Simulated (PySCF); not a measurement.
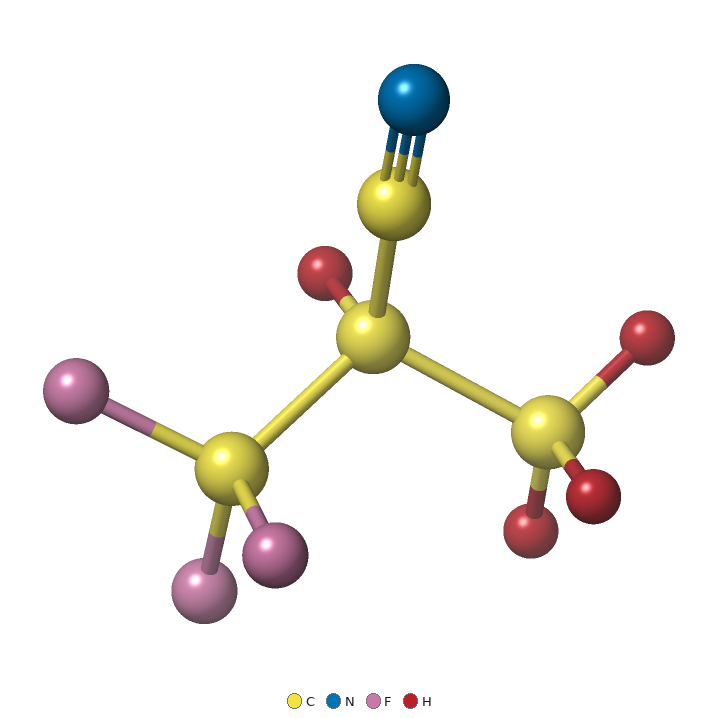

A ball-and-stick model of a molecule. Double and triple bonds are drawn as two and three sticks.

Computed geometry: GFN2-xTB optimisation. No frequency run is at hand to confirm it as a minimum.

> Give the formula.

C₄H₄F₃N, 12 atoms: 4 carbon, 4 hydrogen, 3 fluorine and 1 nitrogen.

> How many bonds of each kind are drawn?

4 C–H, 3 C–C, 3 C–F, 1 C–N.

> Name functional groups in it.

Among them: nitrile, C–F bond.

> Give the symmetry (Schoenflies symbol).

C1.

> Describe its rings.

It has no ring.

The parts below concern this one geometry. Atoms keep their numbers from picture to picture.

## Shape

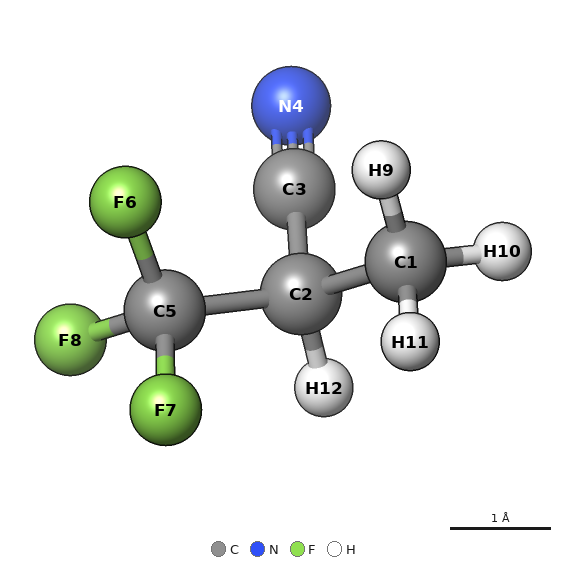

Atoms carry their numbers in the input. No frequency run is at hand to confirm it as a minimum.

Give the bond lengths.

| bond | length (Å) | order |
| --- | --- | --- |
| C1–C2 | 1.533 | single |
| C1–H9 | 1.088 | single |
| C1–H10 | 1.087 | single |
| C1–H11 | 1.087 | single |
| C2–C3 | 1.450 | single |
| C2–C5 | 1.531 | single |
| C2–H12 | 1.097 | single |
| C3–N4 | 1.141 | triple |
| C5–F6 | 1.336 | single |
| C5–F7 | 1.342 | single |
| C5–F8 | 1.338 | single |

## Polarisability

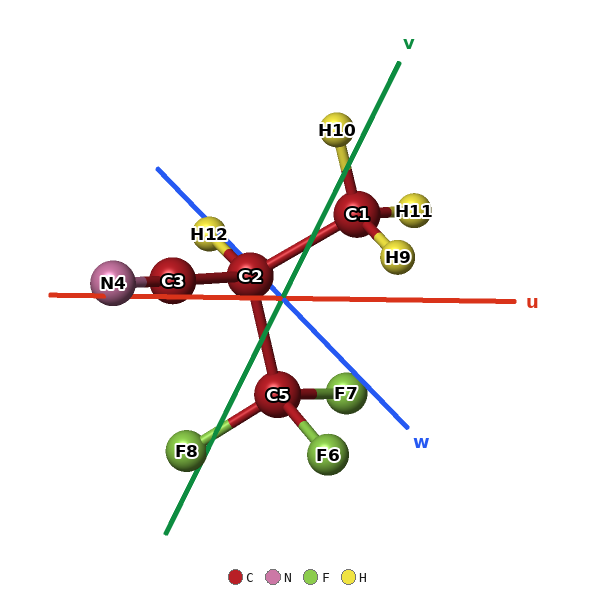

The lines u, v and w are the principal axes of the static dipole polarisability. No frequency run is at hand to confirm it as a minimum. Level of theory: PBE0/def2-SVPD (PySCF 2.14.0).

> Along which axis is the molecule most polarisable, and along which least?

Most along u (nearly parallel to the C2–C3 bond), least along w (nearly parallel to the C5–F6 bond).

> Give the three principal values.

u 62.9, v 51.2, w 45.5 bohr³; mean 53.2, anisotropy 15.4 bohr³.

## NMR shielding

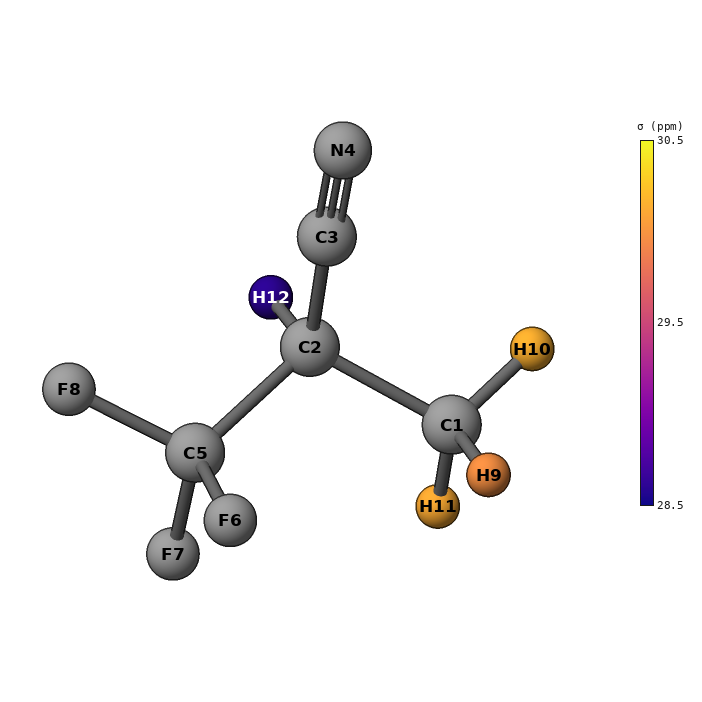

Atoms are coloured by their isotropic NMR shieldings (H only, the others grey). No frequency run is at hand to confirm it as a minimum. Level of theory: GIAO PBE0/pcSseg-1 NMR shielding, non-relativistic, gas phase (PySCF 2.14.0).

List the isotropic NMR shieldings of the H atoms.

| atom | σ (ppm) |
| --- | --- |
| H9 | 29.97 |
| H10 | 30.15 |
| H11 | 30.12 |
| H12 | 28.62 |

## Excitation

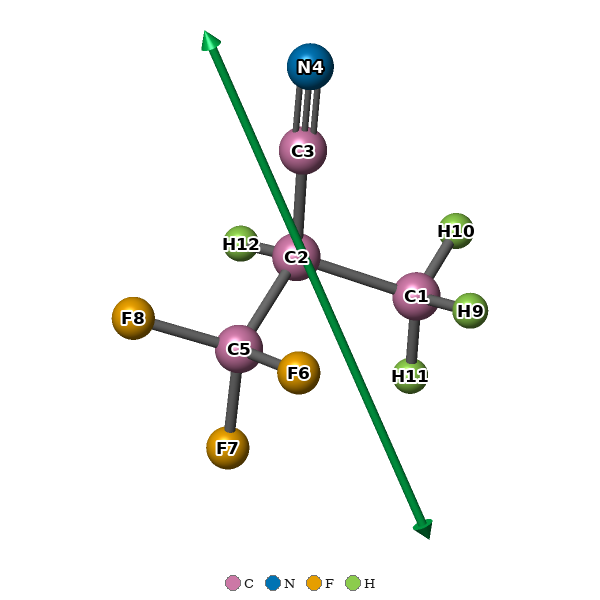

The double arrow shows the direction of the transition dipole to excited singlet state 5 (its length means nothing). No frequency run is at hand to confirm it as a minimum. Level of theory: TDDFT PBE0/def2-SVPD, vertical, gas phase, core orbitals frozen in the response (PySCF 2.14.0).

> Where does the transition lie, and how strong is it?

9.24 eV (134 nm), oscillator strength 0.036, of mixed character, with the largest part HOMO → LUMO (weight 0.38); transition dipole 1.01 D.
